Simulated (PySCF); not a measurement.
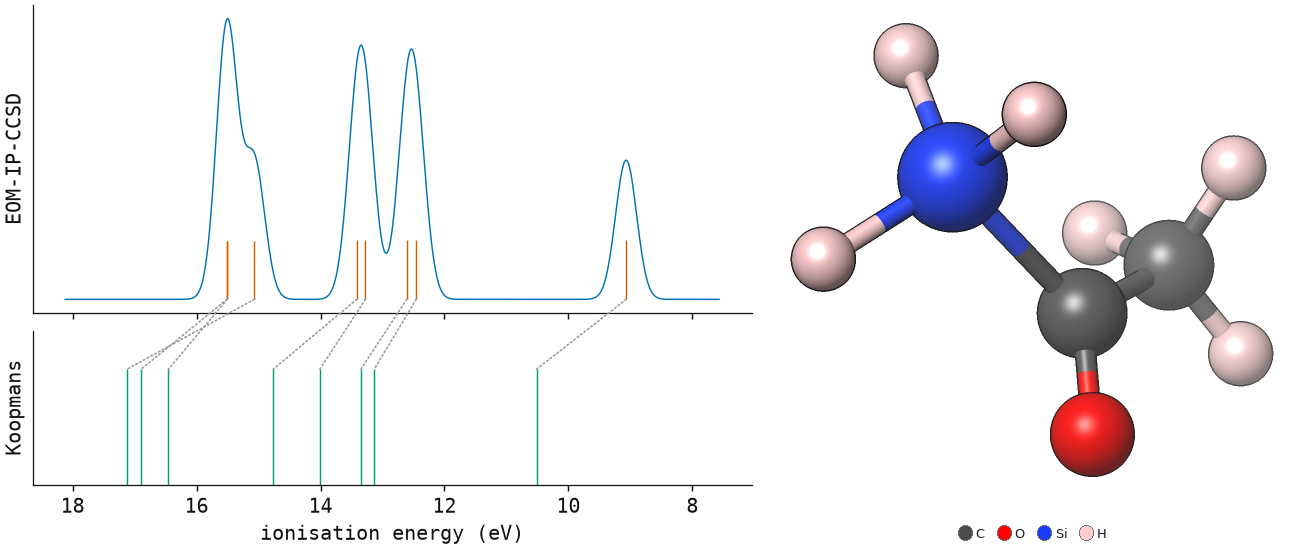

Valence photoelectron lines of C₂H₆OSi, SMILES CC(=O)[SiH3]: vertical EOM-IP-CCSD/aug-cc-pVDZ (frozen core, PySCF 2.14.0, at a PBE0-D3(BJ)/def2-SVP geometry (no frequency check); 8 lines, one for each of the 8 highest orbitals, so a line of a deeper orbital can be missing among them) above, Hartree-Fock orbital energies with the sign turned below, non-relativistic; dotted lines join each line to its leading orbital. Stick heights are one-hole weights (summed over degenerate lines), not cross-sections; Gaussian width 0.40 eV.

What is the first vertical ionisation energy, and how far is Koopmans' value off?

9.07 eV from the HOMO; Koopmans gives 10.51 eV, 1.45 eV too high.

List the lines.

| hole | EOM-IP-CCSD (eV) | Koopmans (eV) | one-hole weight |
| --- | --- | --- | --- |
| HOMO | 9.07 | 10.51 | 0.95 |
| HOMO-1 | 12.46 | 13.13 | 0.94 |
| HOMO-2 | 12.61 | 13.35 | 0.95 |
| HOMO-3 | 13.28 | 14.01 | 0.94 |
| HOMO-4 | 13.42 | 14.76 | 0.94 |
| HOMO-7 | 15.07 | 17.12 | 0.93 |
| HOMO-5 | 15.51 | 16.45 | 0.94 |
| HOMO-6 | 15.51 | 16.89 | 0.94 |

Caveats: small basis, so the lines can lie some tenths of an eV too low.
